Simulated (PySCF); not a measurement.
**Si6H12: NMR shielding calculation**

The run: NMR shielding calculation of Si6H12. Method and program: GIAO LC-wPBE/pcSseg-1 NMR shielding, non-relativistic, gas phase (PySCF 2.14.0).

The geometry comes from this level: PBE0-D3(BJ)/def2-SVP.

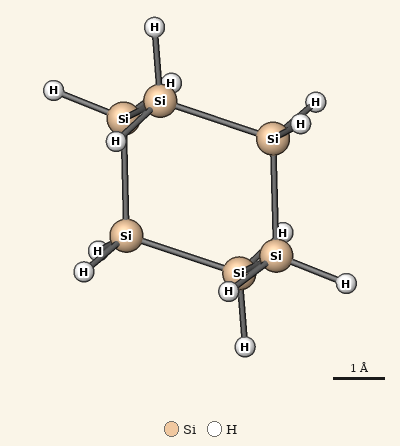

Figure 1. The structure (ball-and-stick view, seen at a tilt). Bond lengths as drawn: H–Si 1.50 Å and Si–Si 2.35 Å.

The input
```
{"job": {"kind": "nmr", "xc": "LC-wPBE", "basis": "pcSseg-1", "pop": false}, "charge": 0, "multiplicity": 1}
Si    -1.332144     1.297235    -1.252985
Si     0.737848     2.064641    -0.456612
Si     2.203914     0.238876    -0.290556
Si     1.326938    -1.293850     1.255314
Si    -0.737393    -2.064574     0.447329
Si    -2.205370    -0.239506     0.291026
H     -1.118834     0.599929    -2.561510
H     -2.278447     2.437375    -1.468955
H      1.300965     3.120457    -1.356781
H      0.544534     2.655143     0.906493
H      2.304969    -0.427666    -1.628219
H      3.571340     0.689487     0.121069
H      2.274411    -2.431580     1.478612
H      1.104799    -0.593877     2.560882
H     -1.300794    -3.127908     1.338412
H     -0.537615    -2.645065    -0.919098
H     -2.302770     0.421237     1.631815
H     -3.573881    -0.687716    -0.119546
```

The first line tells a small driver script what to run in PySCF; the rest is the geometry in Å.

Launched with:
```bash
OMP_NUM_THREADS=1 python <driver script> task.json out
```

The program's output
```
coarse grid: 17184 points
cycle   1  E = -1743.4792026461  dE = -2.470e-01  |g| = 2.976e-01  |ddm| = 3.815e+00
cycle   2  E = -1743.5159926100  dE = -3.679e-02  |g| = 1.273e-01  |ddm| = 5.128e-01
cycle   3  E = -1743.5204958537  dE = -4.503e-03  |g| = 3.659e-02  |ddm| = 2.234e-01
cycle   4  E = -1743.5211220328  dE = -6.262e-04  |g| = 4.606e-03  |ddm| = 9.694e-02
cycle   5  E = -1743.5211352705  dE = -1.324e-05  |g| = 1.284e-03  |ddm| = 1.457e-02
cycle   6  E = -1743.5211364354  dE = -1.165e-06  |g| = 4.197e-04  |ddm| = 5.060e-03
final grid: 136024 points
cycle   7  E = -1743.5791231058  dE = -4.152e-05  |g| = 6.682e-03  |ddm| = 3.632e-02
cycle   8  E = -1743.5791255195  dE = -2.414e-06  |g| = 2.809e-03  |ddm| = 4.479e-03
cycle   9  E = -1743.5791259860  dE = -4.665e-07  |g| = 1.517e-04  |ddm| = 1.857e-03
cycle  10  E = -1743.5791260049  dE = -1.885e-08  |g| = 6.505e-05  |ddm| = 7.009e-04
cycle  11  E = -1743.5791260072  dE = -2.363e-09  |g| = 1.435e-05  |ddm| = 2.244e-04
cycle  12  E = -1743.5791260074  dE = -1.783e-10  |g| = 1.204e-06  |ddm| = 8.375e-05
```

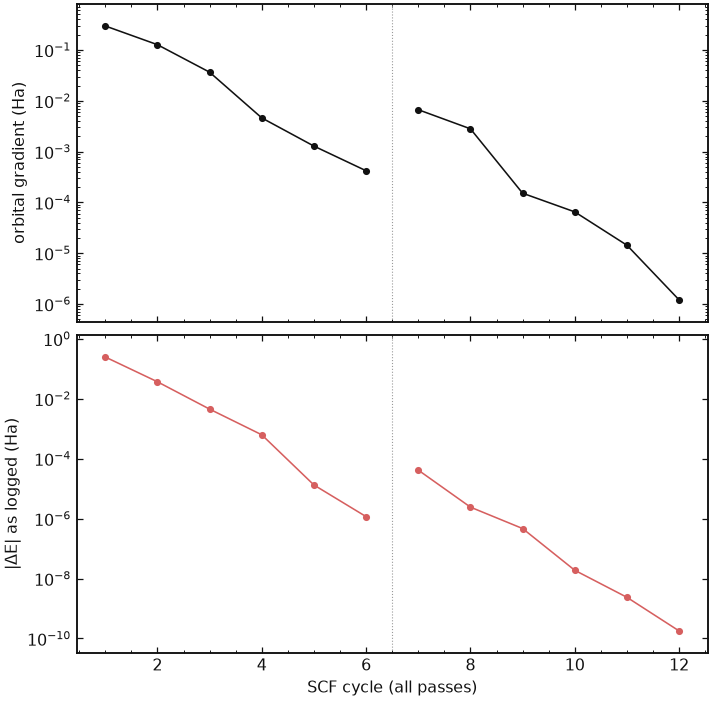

Figure 2. Convergence of the self-consistent field: orbital gradient and size of the energy change against the SCF cycle. The dotted line marks the change from a coarse to the final integration grid. The first 6 cycles use a coarse grid, the final grid takes over at cycle 7, and the field converges after 12 cycles in all.

```
converged SCF energy = -1743.5791260074

GIAO shielding tensors (ppm)
atom      isotropic    diamagn.    paramagn.     s11        s22        s33       span
  0 Si     472.509     880.420    -407.911    467.044    470.845    479.639     12.594
  1 Si     472.498     880.415    -407.917    467.065    470.986    479.443     12.378
  2 Si     472.510     880.418    -407.908    467.299    470.936    479.294     11.995
  3 Si     472.539     880.431    -407.892    466.936    470.738    479.944     13.009
  4 Si     472.531     880.428    -407.897    466.886    470.901    479.808     12.922
  5 Si     472.525     880.421    -407.896    467.259    470.905    479.411     12.152
  6 H       28.013      29.742      -1.729     25.024     25.616     33.399      8.375
  7 H       27.712      28.907      -1.195     23.565     24.937     34.636     11.071
  8 H       27.713      28.905      -1.193     23.563     24.941     34.633     11.071
  9 H       28.013      29.738      -1.725     25.028     25.607     33.404      8.376
 10 H       28.016      29.741      -1.725     25.031     25.612     33.406      8.375
 11 H       27.712      28.909      -1.197     23.560     24.944     34.632     11.073
 12 H       27.712      28.917      -1.204     23.568     24.931     34.638     11.070
 13 H       28.016      29.752      -1.737     25.019     25.634     33.394      8.375
 14 H       27.713      28.916      -1.204     23.566     24.934     34.638     11.072
 15 H       28.017      29.753      -1.737     25.022     25.633     33.394      8.371
 16 H       28.017      29.744      -1.726     25.029     25.618     33.404      8.375
 17 H       27.712      28.911      -1.199     23.561     24.942     34.634     11.073
```

Results in brief

- outcome: converged
- total energy: −1743.579126 hartree
- HOMO: −10.38 eV
- LUMO: 1.24 eV
- dipole moment: 0.00 D
- isotropic shielding, Si: 472.5 ppm
- isotropic shielding, H: 27.7 to 28.0 ppm
- hardware: 1 CPU thread, shared host
- wall time: 93 s
- peak memory: 1 GiB
